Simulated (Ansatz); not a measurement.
Na₄Li₇S₂Cl₇: several calculations on one system

Part 1: Relaxation

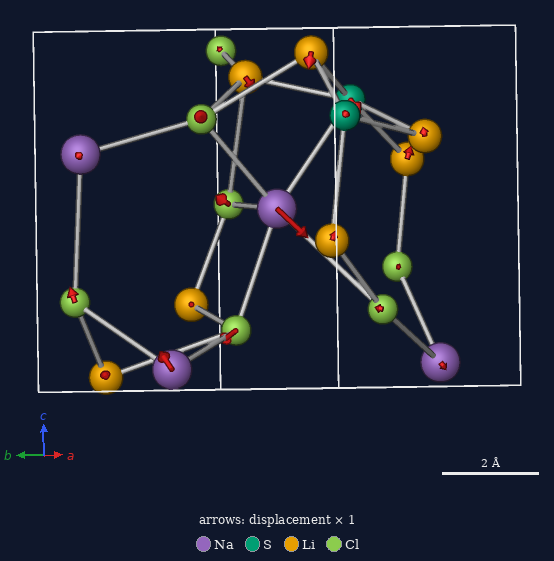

A relaxation of an amorphous cell of composition Na₄Li₇S₂Cl₇ (coarse preliminary run). The starting structure is drawn; red arrows show the displacements (the part carried along by the change of the cell is left out), at their true length.

A ball-and-stick model of the cell of the calculation (origin shifted), seen from a free direction.

Case: the quenched liquid.

Method: DFT PBE+D3(BJ), scalar-relativistic, plane waves, PAW in Ansatz 0.2.0. (plane-wave cutoff 420 eV; k-point mesh 2 × 2 × 2; occupations gaussian; smearing width 0.1 eV; mesh shifted by (0.5, 0.5, 0.5); no spin polarisation; cell and atoms relaxed; force threshold 0.04 eV/Å; at most 70 steps)

Describe the change and its energy.

Over 9 accepted moves (10 points after the start) the energy falls by 1.486 eV per cell of the calculation. The largest force component goes from 0.75 to 0.013 eV/Å. Pressure: −0.82 GPa at the start and 0.00 GPa at the end. The SCF was repeated once at an unchanged geometry on a basis and grid sized afresh for the cell, which shifted the energy by 0.5 meV per cell of the calculation at most. A Na atom moves most relative to the cell: 0.97 Å along [2 −1 −2]. By element the largest moves are Na 0.97 Å, Cl 0.78 Å, S 0.47 Å, Li 0.44 Å. The drawn cell changes as follows: a 7.474 → 7.160 Å (−4.2 %), b 7.370 → 7.762 Å (+5.3 %), c 7.557 → 7.297 Å (−3.4 %), α 91.0° → 87.2°, β 91.7° → 90.9°, γ 89.4° → 82.2°; the volume changes by −3.5 %. Near-neighbour distances that change, for instance: Cl–Na 2.758 → 4.033 Å, Na–S 3.494 → 4.730 Å, Cl–Na 3.814 → 2.833 Å, Na–Na 3.061 → 3.989 Å. New bonds form: Cl–Na (3.81 → 2.83 Å). Bonds break: Cl–Na (2.76 → 4.03 Å). Bond angles that change, for instance: Na–Cl–Li 113.1° → 155.6°, Cl–Na–Cl 105.0° → 131.3°, Cl–Na–Cl 144.6° → 118.4°.

Limits of the set-up: the periodic images lie only 7.4 Å apart, so the values are limited by the cell's size.

Part 2: Dynamics

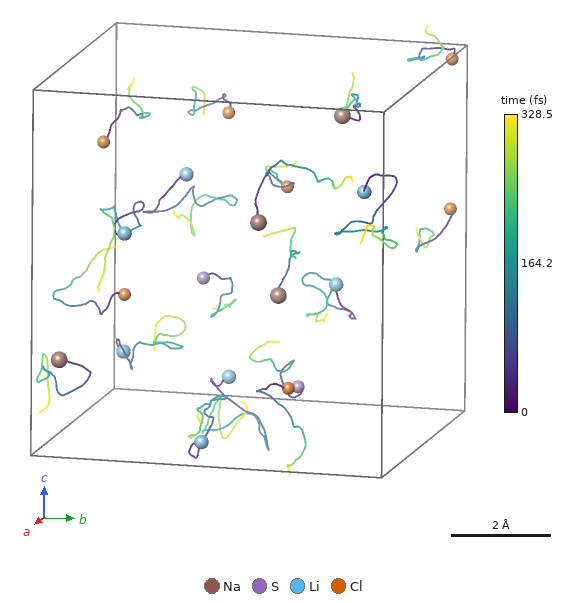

First-principles dynamics of an amorphous cell of composition Na4Li7S2Cl7 (20 atoms in the cell), 328 fs long. Lines trace each atom's path, coloured by time; spheres stand at the starting positions. Seen slightly off an axis in the simulation cell.

Computed with DFT PBE+D3(BJ), scalar-relativistic, plane waves, PAW (Ansatz). Set-up: plane-wave cutoff 420 eV; k-point mesh 1 × 1 × 1; Fermi-Dirac smearing 0.155 eV; set temperature 1800 K; time step 1.5 fs.

Input file:
```yaml
crystal:
  lattice:
    - [7.472868, 0.04157, -0.108487]
    - [0.04157, 7.36948, -0.064342]
    - [-0.108487, -0.064342, 7.556228]
  atoms:
    - { symbol: Na, position: [0.5545992381, 0.5974750004, 0.3923316274] }
    - { symbol: Na, position: [0.8943518552, 0.61966785, 0.6556639152] }
    - { symbol: Na, position: [0.458579233, 0.7538318478, 0.8758432789] }
    - { symbol: Na, position: [0.9463104307, 0.0663996637, 0.2562110601] }
    - { symbol: S, position: [0.2771023535, 0.5898926977, 0.0914551779] }
    - { symbol: S, position: [0.2159518021, 0.3033654817, 0.3604354274] }
    - { symbol: Li, position: [0.8705709294, 0.2325076341, 0.5977012914] }
    - { symbol: Li, position: [0.1383407481, 0.6635675486, 0.3498886054] }
    - { symbol: Li, position: [0.3018966522, 0.2735674288, 0.6577864876] }
    - { symbol: Li, position: [0.7115379991, 0.4178402109, 0.0094569809] }
    - { symbol: Li, position: [0.3940636943, 0.1191360692, 0.180788896] }
    - { symbol: Li, position: [0.1337447231, 0.3585812809, 0.0785219986] }
    - { symbol: Li, position: [0.8957355097, 0.9207294306, 0.7577931969] }
    - { symbol: Cl, position: [0.8177539567, 0.6896101351, 0.1923524581] }
    - { symbol: Cl, position: [0.5386921704, 0.0927334527, 0.778820053] }
    - { symbol: Cl, position: [0.0449424457, 0.3319219748, 0.782792135] }
    - { symbol: Cl, position: [0.6115759461, 0.172371071, 0.3799044022] }
    - { symbol: Cl, position: [0.1193125893, 0.9852262758, 0.9830082358] }
    - { symbol: Cl, position: [0.2839052252, 0.557192968, 0.6377262592] }
    - { symbol: Cl, position: [0.050993575, 0.9669511894, 0.5596652891] }
  symmetry: { detect: false }
basis:
  ecutwfc: 420
  xc_grid: 1
kpoints:
  mp_grid: { grid: [1, 1, 1], shift: [0.25, 0.25, 0.25] }
hamiltonian:
  xc: pbe
  dispersion: d3bj
scf:
  occupations: { method: fermi_dirac, width: 0.1551 }
  lower_state_search: "off"
  convergence: { dr2_threshold: 1.0e-05 }
output:
  forces: true
  stress: true
md:
  timestep: 1.5
  n_steps: 219
  ensemble: nvt_langevin
  friction: 0.03
  temperature: 1800.0
  initial_velocities: maxwell_boltzmann
  seed: 59817
```

Run as
```bash
ansatz run input.yaml --threads 2 --pin off --max-ram 5120MiB --backend cpu --events-out ev --progress --plain --runs-dir out
```

**What do the traces tell about the motion?**

Root-mean-square distances from the starting positions over the second half, with the common drift of all atoms taken out: S 1.68 Å, Li 1.60 Å, Na 1.37 Å, Cl 1.06 Å. Against the typical shortest distance between atoms in the first frame, about 2.2 Å these are large excursions, but over 328 fs one can't yet tell strong vibration from the start of diffusion. 4 of the 20 free atoms end more than three quarters of that spacing from the start. Over the second half the temperature averages 1981 K (spread ±292 K). The potential energy in the second half lies on average 188 meV per atom below the first frame. The mean pressure there is 3.6 GPa.

Limits of the set-up: the periodic images lie only 7.4 Å apart, so the values are limited by the cell's size.

Cost: 4.9 min on 2 threads of Arm Neoverse V2, with other jobs on the host, peak memory 0.52 GiB.

Part 3: Dynamics

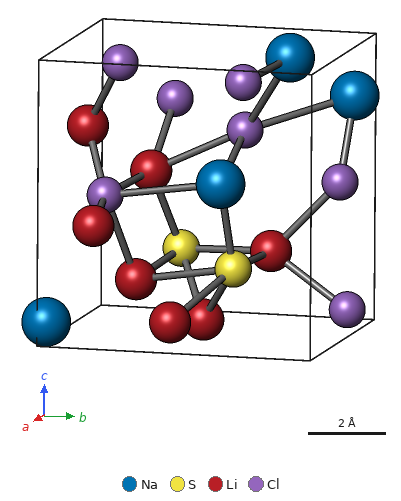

Starting frame of a dynamics run of an amorphous cell of composition Na4Li7S2Cl7 (20 atoms in the cell). It starts from the last geometry of an earlier run, with fresh velocities. Style: ball-and-stick. Shown: the simulation cell, slightly off an axis. Bonds to atoms that aren't drawn are left out.

All numbers below come from DFT PBE+D3(BJ), scalar-relativistic, plane waves, PAW (Ansatz).

Input
```yaml
crystal:
  lattice:
    - [7.472868, 0.04157, -0.108487]
    - [0.04157, 7.36948, -0.064342]
    - [-0.108487, -0.064342, 7.556228]
  atoms:
    - { symbol: Na, position: [0.6451828743, 0.5821636338, 0.5417601066] }
    - { symbol: Na, position: [0.0681996324, 0.936087356, 0.7862098844] }
    - { symbol: Na, position: [0.5282224435, 0.806373833, 0.9782447872] }
    - { symbol: Na, position: [0.9267742899, 0.0136033321, 0.0722796859] }
    - { symbol: S, position: [0.5155125899, 0.6001897495, 0.2279878369] }
    - { symbol: S, position: [0.087184, 0.3097420702, 0.2245895707] }
    - { symbol: Li, position: [0.9129113432, 0.1802887302, 0.4140484183] }
    - { symbol: Li, position: [0.183211824, 0.660650979, 0.2455705051] }
    - { symbol: Li, position: [0.2669290043, 0.2398069236, 0.5175277201] }
    - { symbol: Li, position: [0.8435843911, 0.4472725992, 0.0806885919] }
    - { symbol: Li, position: [0.4180912734, 0.2222202628, 0.1587044733] }
    - { symbol: Li, position: [0.3044536931, 0.4426645017, 0.0126100052] }
    - { symbol: Li, position: [0.4240465606, 0.0437951454, 0.6875723013] }
    - { symbol: Cl, position: [0.8867621963, 0.7194175176, 0.9387127687] }
    - { symbol: Cl, position: [0.6006199659, 0.201735581, 0.9405831994] }
    - { symbol: Cl, position: [0.0022630821, 0.2637926694, 0.7327323818] }
    - { symbol: Cl, position: [0.5882747875, 0.1468991434, 0.4734176609] }
    - { symbol: Cl, position: [0.2504941906, 0.9564281602, 0.0654085993] }
    - { symbol: Cl, position: [0.2933968914, 0.5882709698, 0.6804163311] }
    - { symbol: Cl, position: [0.1836655241, 0.9114774621, 0.4993325779] }
  symmetry: { detect: false }
basis:
  ecutwfc: 420
  xc_grid: 1
kpoints:
  mp_grid: { grid: [1, 1, 1], shift: [0.25, 0.25, 0.25] }
hamiltonian:
  xc: pbe
  dispersion: d3bj
scf:
  occupations: { method: fermi_dirac, width: 0.112 }
  lower_state_search: "off"
  convergence: { dr2_threshold: 1.0e-05 }
output:
  forces: true
  stress: true
md:
  timestep: 1.5
  n_steps: 193
  ensemble: nvt_langevin
  friction: 0.03
  temperature: 1300.0
  initial_velocities: maxwell_boltzmann
  seed: 59818
```

Command:
```bash
ansatz run input.yaml --threads 2 --pin off --max-ram 5120MiB --backend cpu --events-out ev --progress --plain --runs-dir out
```

### Predict how the run goes.

Over the second half the temperature averages 1100 K (spread ±155 K). The potential energy in the second half lies on average 125 meV per atom below the first frame. The mean pressure there is 1.5 GPa. Root-mean-square distances from the starting positions over the second half, with the common drift of all atoms taken out: Li 1.29 Å, Na 0.83 Å, Cl 0.72 Å, S 0.48 Å. Against the typical shortest distance between atoms in the first frame, about 2.3 Å these are large excursions, but over 290 fs one can't yet tell strong vibration from the start of diffusion. 1 of the 20 free atoms end more than three quarters of that spacing from the start.

Along the run (each row but the first and the last is the mean over the interval that it begins):

```
time (fs)  potential energy (meV/atom)  T (K)  p (GPa)
      0.0                          0.0   1235      2.4
     48.0                        -28.3   1613      2.6
     96.0                        -61.1   1206      1.5
    144.0                       -127.2   1057      1.0
    192.0                       -144.5    995      1.0
    240.0                       -103.3   1234      2.6
    288.0                        -91.4   1277      3.3
```

The paths of the atoms:

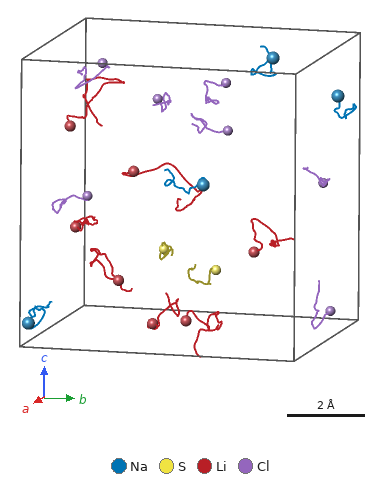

Limits of the set-up: the periodic images lie only 7.4 Å apart, so the values are limited by the cell's size.
